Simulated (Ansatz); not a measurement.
Run report: HfH2ClOF3, geometry relaxation (part 1 of 2)

System: HfH2ClOF3.
Method: RKS r2SCANh-D4/def2-SVP (Ansatz 0.2.0).

The input holds or restrains some coordinates. Forces given for the steps count only the free coordinates. It belongs to a series of runs on one base structure; here: pulled along the bonds that form and break, towards end B. Figures and captions count atoms from 1; the log counts them from 0 in places.

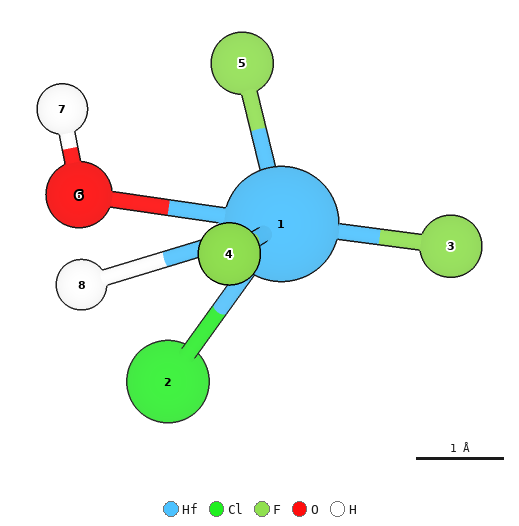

The starting structure (ball-and-stick view, seen at a tilt; atoms are numbered from 1 in the order of the input). Sticks mark near contacts. Bond lengths as drawn: Cl–Hf 2.87 Å, F–Hf 1.98 Å, Hf–O 2.37 Å, H–Hf 2.55 Å and H–O 1.01 Å.

Input file:
```yaml
crystal:
  periodic: [false, false, false]
  atoms:
    - { symbol: Hf, position_ang: [0.0, 0.0, 0.0] }
    - { symbol: Cl, position_ang: [0.0, 0.0, 2.87] }
    - { symbol: F, position_ang: [1.8671, 0.0, -0.6593] }
    - { symbol: F, position_ang: [-0.9326, 1.6157, -0.6593] }
    - { symbol: F, position_ang: [-0.9326, -1.6157, -0.6593] }
    - { symbol: O, position_ang: [-2.2491, 0.0, 0.7473] }
    - { symbol: H, position_ang: [-2.7942, -0.6297, 0.1759] }
    - { symbol: H, position_ang: [-1.5726, 0.0, 2.002] }
basis:
  gaussian: { orbitals: def2-SVP }
hamiltonian:
  xc: r2scanh
  dispersion: d4
relax:
  f_tol: 0.15
  max_steps: 25
  restrain:
    - { distance: [0, 5], at: 2.07, k: 30.0 }
    - { distance: [7, 1], at: 1.37, k: 30.0 }
    - { distance: [0, 1], at: 3.72, k: 30.0 }
    - { distance: [7, 5], at: 2.21, k: 30.0 }
output:
  orbitals: {}
```

Hardware: 4 threads of Intel Xeon @ 2.50GHz (Skylake/Cascade Lake), 32 GiB of memory available, shared host.

Launch command:
```bash
ansatz run input.yaml --threads 4 --pin off --max-ram 5120MiB --backend cpu --events-out ev --progress --plain --runs-dir out
```

Log:
```
The last accepted step is kept in [file] (removed where the run ends without a failure and the disk answers)
Engine: ansatz 0.2.0, x86_64-unknown-linux-gnu
Functional definition: r2SCANh
  parameter a = 0.1
  parameter k0 = 0.174
  parameter k1 = 0.065
  parameter a1 = 4.9479
  exchange = (1 - a)*r2scan_x(k0 = k0, k1 = k1, a1 = a1) + a*exact_x
  correlation = r2scan_c
1170 factors; integrals over basis functions are off by at most 5.2e-4 eV
mean field evaluation 1: about -24037.6264 eV, gradient 7.8e1 eV
mean field evaluation 2: about -23808.4036 eV, gradient 3.1e2 eV
mean field evaluation 4: about -24047.5777 eV, gradient 2.6e1 eV
mean field evaluation 8: about -24048.7051 eV, gradient 1.7e-1 eV
mean field evaluation 16: about -24048.7342 eV, gradient 9.6e-5 eV
mean field -24048.73421749 eV, -883.7746816754 hartree, gradient 1.4e-5 eV, S^2 0.000000; 0 other end points of the search recorded, 0 dependent functions left out
the calculation of the forces begins
reference -24048.73424314 eV, -883.7746826179 hartree; 33, 33 occupied and 83, 83 virtual orbitals, 1170 factors
relax step   1: F+E_penalty+E_count = -24048.77764440 eV  Δ(F+E_penalty+E_count) = +0.000e0 eV  max|allowed force component| = 3.519e0 eV/Å  E_restraint = 24.14542579 eV  max|allowed force component, restraints' pulls added| = 2.486e1 eV/Å  Δτ_max = 0.0000 Å  (30 SCF iters, accepted)
  distance Hf 0 - O 5 = 2.3700 Å
  distance H 7 - Cl 1 = 1.7962 Å
  distance Hf 0 - Cl 1 = 2.8700 Å
  distance H 7 - O 5 = 1.4255 Å
these checks for a lower state are left out or cut short: starts, cluster_reference, orbital_swaps, neighbouring_geometries, increment
1170 factors; integrals over basis functions are off by at most 3.7e-4 eV
mean field -24048.36630023 eV, -883.7611609653 hartree, gradient 1.1e-5 eV, S^2 0.000000; 0 other end points of the search recorded, 0 dependent functions left out
[... from here on the field's lines of each further geometry are left out, up to the last ...]
relax step   2: F+E_penalty+E_count = -24048.40846155 eV  Δ(F+E_penalty+E_count) = +3.692e-1 eV  max|allowed force component| = 2.610e0 eV/Å  E_restraint = 9.91035448 eV  max|allowed force component, restraints' pulls added| = 1.743e1 eV/Å  Δτ_max = 0.1934 Å  (36 SCF iters, accepted)
relax step   3: F+E_penalty+E_count = -24048.42030918 eV  Δ(F+E_penalty+E_count) = -1.185e-2 eV  max|allowed force component| = 2.337e0 eV/Å  E_restraint = 2.65143655 eV  max|allowed force component, restraints' pulls added| = 8.012e0 eV/Å  Δτ_max = 0.1948 Å  (34 SCF iters, accepted)
relax step   4: F+E_penalty+E_count = -24049.18144960 eV  Δ(F+E_penalty+E_count) = -7.611e-1 eV  max|allowed force component| = 1.278e0 eV/Å  E_restraint = 0.13155513 eV  max|allowed force component, restraints' pulls added| = 2.112e0 eV/Å  Δτ_max = 0.1944 Å  (34 SCF iters, accepted)
relax step   5: F+E_penalty+E_count = -24049.75893959 eV  Δ(F+E_penalty+E_count) = -5.775e-1 eV  max|allowed force component| = 1.216e0 eV/Å  E_restraint = 0.04415403 eV  max|allowed force component, restraints' pulls added| = 6.180e-1 eV/Å  Δτ_max = 0.1948 Å  (33 SCF iters, accepted)
relax step   6: F+E_penalty+E_count = -24050.18228902 eV  Δ(F+E_penalty+E_count) = -4.233e-1 eV  max|allowed force component| = 1.307e0 eV/Å  E_restraint = 0.02824583 eV  max|allowed force component, restraints' pulls added| = 6.646e-1 eV/Å  Δτ_max = 0.1939 Å  (33 SCF iters, accepted)
relax step   7: F+E_penalty+E_count = -24050.51999042 eV  Δ(F+E_penalty+E_count) = -3.377e-1 eV  max|allowed force component| = 1.269e0 eV/Å  E_restraint = 0.02936892 eV  max|allowed force component, restraints' pulls added| = 5.948e-1 eV/Å  Δτ_max = 0.1937 Å  (32 SCF iters, accepted)
relax step   8: F+E_penalty+E_count = -24050.74313155 eV  Δ(F+E_penalty+E_count) = -2.231e-1 eV  max|allowed force component| = 1.172e0 eV/Å  E_restraint = 0.03995993 eV  max|allowed force component, restraints' pulls added| = 4.571e-1 eV/Å  Δτ_max = 0.1949 Å  (33 SCF iters, accepted)
relax step   9: F+E_penalty+E_count = -24050.83947641 eV  Δ(F+E_penalty+E_count) = -9.634e-2 eV  max|allowed force component| = 1.207e0 eV/Å  E_restraint = 0.04680141 eV  max|allowed force component, restraints' pulls added| = 2.176e-1 eV/Å  Δτ_max = 0.1998 Å  (34 SCF iters, accepted)
relax step  10: F+E_penalty+E_count = -24050.87067409 eV  Δ(F+E_penalty+E_count) = -3.120e-2 eV  max|allowed force component| = 1.372e0 eV/Å  E_restraint = 0.03633526 eV  max|allowed force component, restraints' pulls added| = 7.244e-1 eV/Å  Δτ_max = 0.1936 Å  (33 SCF iters, accepted)
relax step  11: F+E_penalty+E_count = -24050.93416396 eV  Δ(F+E_penalty+E_count) = -6.349e-2 eV  max|allowed force component| = 1.201e0 eV/Å  E_restraint = 0.04474813 eV  max|allowed force component, restraints' pulls added| = 2.810e-1 eV/Å  Δτ_max = 0.1992 Å  (32 SCF iters, accepted)
relax step  12: F+E_penalty+E_count = -24050.94259199 eV  Δ(F+E_penalty+E_count) = -8.428e-3 eV  max|allowed force component| = 1.401e0 eV/Å  E_restraint = 0.03449842 eV  max|allowed force component, restraints' pulls added| = 9.495e-1 eV/Å  Δτ_max = 0.1947 Å  (33 SCF iters, accepted)
relax step  13: F+E_penalty+E_count = -24051.00999485 eV  Δ(F+E_penalty+E_count) = -6.740e-2 eV  max|allowed force component| = 1.110e0 eV/Å  E_restraint = 0.05547321 eV  max|allowed force component, restraints' pulls added| = 1.346e-1 eV/Å  Δτ_max = 0.2000 Å  (32 SCF iters, accepted)
relax step  14: F+E_penalty+E_count = -24050.97553155 eV  Δ(F+E_penalty+E_count) = +3.446e-2 eV  max|allowed force component| = 1.280e0 eV/Å  E_restraint = 0.04109236 eV  max|allowed force component, restraints' pulls added| = 7.865e-1 eV/Å  Δτ_max = 0.1950 Å  (32 SCF iters, rejected (line search))
relax step  15: F+E_penalty+E_count = -24051.01336875 eV  Δ(F+E_penalty+E_count) = -3.374e-3 eV  max|allowed force component| = 1.159e0 eV/Å  E_restraint = 0.05361182 eV  max|allowed force component, restraints' pulls added| = 2.923e-1 eV/Å  Δτ_max = 0.0973 Å  (29 SCF iters, accepted)
relax step  16: F+E_penalty+E_count = -24051.01920357 eV  Δ(F+E_penalty+E_count) = -5.835e-3 eV  max|allowed force component| = 1.156e0 eV/Å  E_restraint = 0.05514290 eV  max|allowed force component, restraints' pulls added| = 1.968e-1 eV/Å  Δτ_max = 0.0685 Å  (28 SCF iters, accepted)
the calculation of the forces begins
reference -24050.98323054 eV, -883.8573313804 hartree; 33, 33 occupied and 83, 83 virtual orbitals, 1170 factors
relax step  17: F+E_penalty+E_count = -24051.02478277 eV  Δ(F+E_penalty+E_count) = -5.579e-3 eV  max|allowed force component| = 1.131e0 eV/Å  E_restraint = 0.05825735 eV  max|allowed force component, restraints' pulls added| = 1.453e-2 eV/Å  Δτ_max = 0.0606 Å  (29 SCF iters, accepted)
  distance Hf 0 - O 5 = 2.0204 Å
  distance H 7 - Cl 1 = 1.3331 Å
  distance Hf 0 - Cl 1 = 3.7138 Å
  distance H 7 - O 5 = 2.2050 Å
1170 factors; integrals over basis functions are off by at most 1.0e-3 eV
mean field evaluation 160: about -24050.9832 eV, gradient 4.7e-4 eV
```

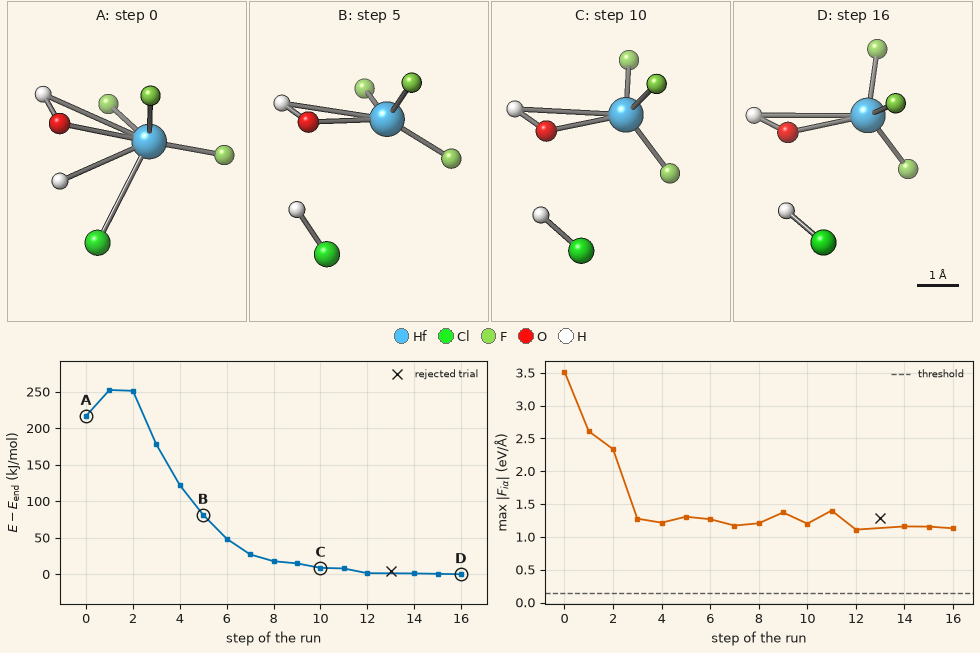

Frames of the restrained relaxation (ball-and-stick view, seen at a tilt) above the curves, on which the letters mark them (the first geometry is step 0 here and step 1 in the log).

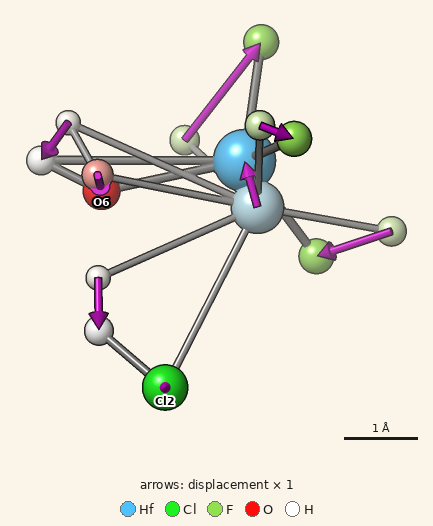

Start (faint) and end (solid) with the displacements as pink arrows, at true length (ball-and-stick view, seen at a tilt). The two geometries are laid on each other by the best rigid fit. The energy falls by 216.8 kJ/mol in 16 geometry steps. The largest force component goes from 3.5 to 1.1 eV/Å. The line search rejected the trial step at point 13 (counted from 0) and went back. F5 moves most after the best rigid fit: 1.77 Å. Largest moves by element: F 1.77 Å, Cl 0.98 Å, O 0.80 Å, H 0.76 Å, Hf 0.67 Å. Among the contacts that change: Hf1–Cl2 2.870 → 3.714 Å, Hf1–H8 2.546 → 3.283 Å, Cl2–H8 1.796 → 1.333 Å, Hf1–O6 2.370 → 2.020 Å. New bonds form: Cl2–H8 (1.80 → 1.33 Å). Bonds break: Hf1–Cl2 (2.87 → 3.71 Å). Among the angles that change: F3–Hf1–O6 178.9° → 111.8°, F5–Hf1–H7 51.9° → 95.1°, F4–Hf1–O6 70.0° → 111.9°. (Atoms are counted from 1 in the order of the input.)

```
mean field -24050.98320514 eV, -883.8573304470 hartree, gradient 2.2e-5 eV, S^2 0.000000; 1 other end points of the search recorded, 0 dependent functions left out
the calculation of the forces begins
reference -24050.98323054 eV, -883.8573313804 hartree; 33, 33 occupied and 83, 83 virtual orbitals, 1170 factors
Total energy: -24051.02480817 eV, -883.8588593300 hartree
Atom 0 at    -0.443119    -0.137670    -0.493240 Å, force    -1.075975    -0.335470     1.124087 eV/Å
Atom 1 at    -0.226763     1.005795     3.033511 Å, force    -0.866330    -0.687940    -0.483928 eV/Å
Atom 2 at     1.245381    -0.837616     0.053289 Å, force    -0.005193    -0.000874    -0.007306 eV/Å
Atom 3 at    -0.388084     1.748792    -0.766108 Å, force     0.005731     0.008141     0.003130 eV/Å
Atom 4 at    -0.829948    -0.897349    -2.192505 Å, force    -0.001068    -0.007003    -0.005965 eV/Å
Atom 5 at    -1.923807    -0.672852     0.772889 Å, force     1.130890     0.460204    -0.806946 eV/Å
Atom 6 at    -2.791283    -1.082605     0.745473 Å, force     0.001709    -0.008649     0.001459 eV/Å
Atom 7 at    -1.256377     0.243806     2.663990 Å, force     0.810234     0.571591     0.175468 eV/Å
Dipole moment:    -0.593185    -0.310198     0.059273 e Å
```

Trajectory as extended XYZ (Å, eV, eV/Å), 17 frames, from step=1 to step=17:
```
8
Properties=species:S:1:pos:R:3:forces:R:3 step=1 energy=-24048.77764
Hf    0.0000    0.0000    0.0000   -3.5187   0.3865   0.2869
Cl    0.0000    0.0000    2.8700   -0.9787   0.0857  -2.5482
F     1.8671    0.0000   -0.6593   -1.6279  -0.0298   0.6032
F    -0.9326    1.6157   -0.6593    2.1694  -1.4099   0.0853
F    -0.9326   -1.6157   -0.6593    1.8470   1.1905  -0.0244
O    -2.2491    0.0000    0.7473    2.1800   0.0367   1.6036
H    -2.7942   -0.6297    0.1759    1.1582   0.5593   2.0339
H    -1.5726    0.0000    2.0020   -1.2293  -0.8190  -2.0403
8
Properties=species:S:1:pos:R:3:forces:R:3 step=2 energy=-24048.40846
Hf   -0.0851    0.0031   -0.1612   -2.1439   0.1582   2.0171
Cl   -0.0834    0.0010    3.0105   -1.8246   0.0445  -2.6095
F     1.8439   -0.0004   -0.6537   -1.5189  -0.0285   0.4211
F    -0.9181    1.6190   -0.6705    1.2537   0.5357  -0.9773
F    -0.9214   -1.6200   -0.6710    1.0237  -0.5444  -1.0561
O    -2.2106    0.0138    0.6314    1.8836  -0.0523   1.3496
H    -2.7938   -0.6378    0.1843    0.6446   0.1831   1.0258
H    -1.4455   -0.0085    2.1475    0.6818  -0.2964  -0.1707
```
